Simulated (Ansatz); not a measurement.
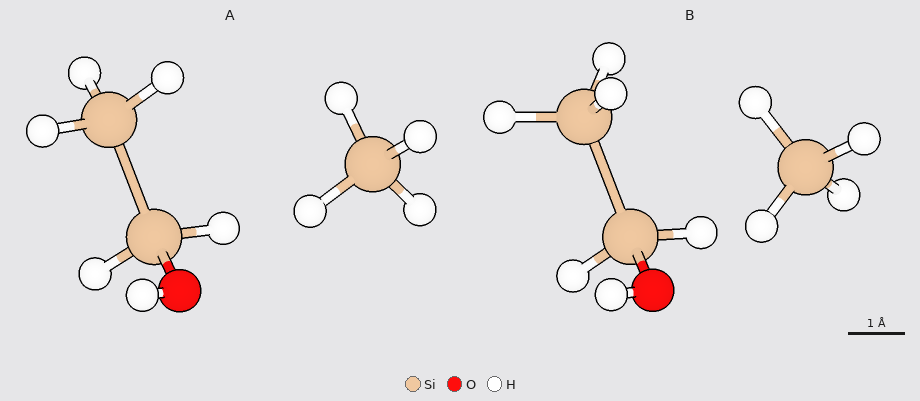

Two geometries of Si₃H₁₀O, drawn at one scale. One is the start of a relaxation, the other its converged end. Style: ball-and-stick. Shown face on.

The calculation used Ansatz 0.2.0, RKS PBE/def2-SVP. (no spin polarisation; force threshold 0.03 eV/Å; at most 50 steps)

Q: Which of the two is the end point?

A: Structure A is the relaxed one. The run prepares an end point of a later path (reaction) calculation, from a guessed geometry. The energy falls by 4.12 kcal/mol in 19 accepted moves (20 points after the start). The largest force component goes from 1.1 to 0.019 eV/Å. The line search rejected the trial step at point 6 of the run. The forces were under the threshold at step 14, but the run went on from there. An H atom moves most after the best rigid fit: 1.20 Å. By element the largest moves are H 1.20 Å, Si 0.54 Å, O 0.36 Å. Near-neighbour distances that change, for instance: H–Si 1.453 → 1.503 Å, O–Si 1.737 → 1.693 Å, H–Si 1.516 → 1.504 Å, Si–Si 2.372 → 2.363 Å. Among the angles between lasting bonds that change: Si–O–H 112.6° → 115.0°. Groups turn about Si–Si by about 35°.

Limits of the set-up: the start holds two separate molecules, 2.3 Å apart at their closest, whose relative position is a soft coordinate and is computed without a dispersion correction.
